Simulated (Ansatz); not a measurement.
**BH8NO2Si2: density, localisation and related maps**

Input file:

```
crystal:
  periodic: [false, false, false]
  atoms:
    - {symbol: N, position_ang: [-1.104641, 1.725940, 0.099306]}
    - {symbol: B, position_ang: [-0.194322, 0.669693, 0.272488]}
    - {symbol: O, position_ang: [-0.214567, -0.463714, -0.510603]}
    - {symbol: Si, position_ang: [-1.085362, -1.047273, -1.767461]}
    - {symbol: O, position_ang: [0.755885, 0.758895, 1.256223]}
    - {symbol: Si, position_ang: [1.925125, -0.329840, 1.657554]}
    - {symbol: H, position_ang: [-1.828581, 1.731188, -0.594877]}
    - {symbol: H, position_ang: [-1.073453, 2.542177, 0.682124]}
    - {symbol: H, position_ang: [-2.180967, -0.105454, -2.133786]}
    - {symbol: H, position_ang: [-0.192925, -1.228059, -2.938252]}
    - {symbol: H, position_ang: [-1.677344, -2.351436, -1.382900]}
    - {symbol: H, position_ang: [2.850659, -0.564465, 0.519309]}
    - {symbol: H, position_ang: [2.677783, 0.257604, 2.792070]}
    - {symbol: H, position_ang: [1.329411, -1.624355, 2.077703]}
basis:
  gaussian: {orbitals: def2-TZVPP}
hamiltonian: {xc: pbe0, dispersion: d4}
output: {orbitals: {seedname: orbitals}}
```

Command:

```sh
ansatz run in.yaml --threads 4 --pin off --events-out ev --progress --plain --max-ram 11315MiB
```

Geometry: PBE0-D4/def2-TZVP.

Method: RKS PBE0-D4/def2-TZVPP (Ansatz).

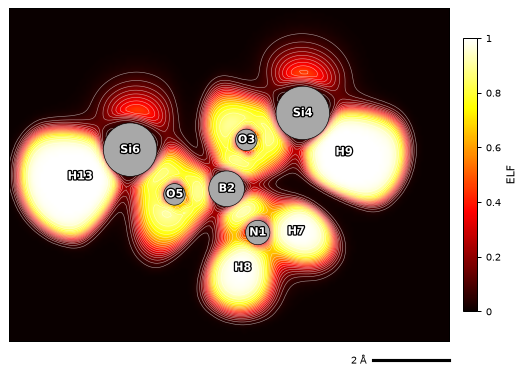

Figure 1. Electron localisation function on the plane of atoms B2, N1 and H8. Grey discs cover the atomic cores.

Q: Describe what can be read from this map.

A: The plane passes through N, B, O, Si and H nuclei. B–O (1.37 Å): the ELF peaks at about 0.90 between the atoms, as expected for a short, strongly polar bond. B–N (1.41 Å): the ELF peaks at about 0.90 between the atoms: a polar covalent bond. Si–O (1.64 Å): the ELF peaks at about 0.85 between the atoms (a polar covalent bond). N–H (1.00 Å): the ELF climbs to about 1 towards the hydrogen, as it does in any bond to H: an ordinary covalent bond to hydrogen. Si–H (1.48 Å): the ELF climbs to about 1 towards the hydrogen. The ELF also peaks beside O5 and O3, away from the bonds: lone-pair regions.

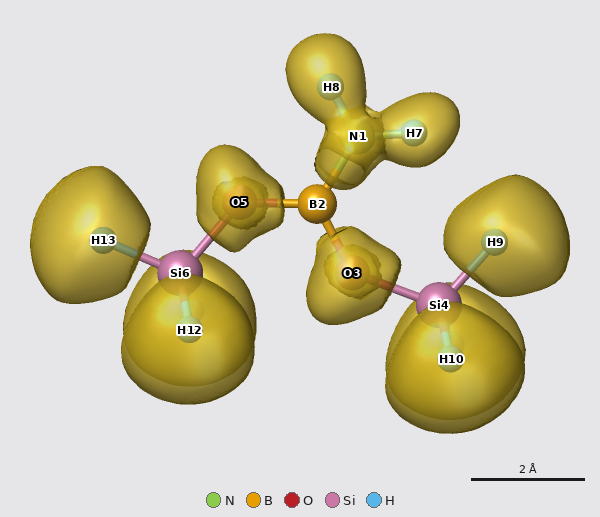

Figure 2. Isosurface of the electron localisation function at 0.75 (yellow), seen across its widest extent. Only the valence region is drawn (cores and ρ < 0.01 e/Å³ removed).

Q: Describe the localisation domains.

A: At this value the surface marks out six regions around hydrogen nuclei, two regions on O in which the atom's valence shell and bonds are merged and one joined region spread over several atoms (H, N), in which their bonds and any lone pairs are merged.

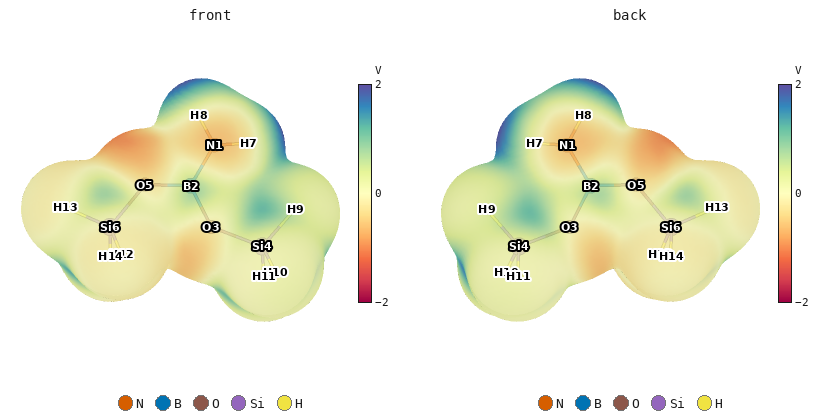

Figure 3. The molecular electrostatic potential painted on the density surface at 0.002 e/bohr³, seen from the front and from behind; the colour scale runs from red (negative) to blue (positive).

Q: Describe the electrostatic potential map.

A: The most negative region (about −1.0 V) lies over O5, the most positive (about +1.9 V) over H7 and H8.
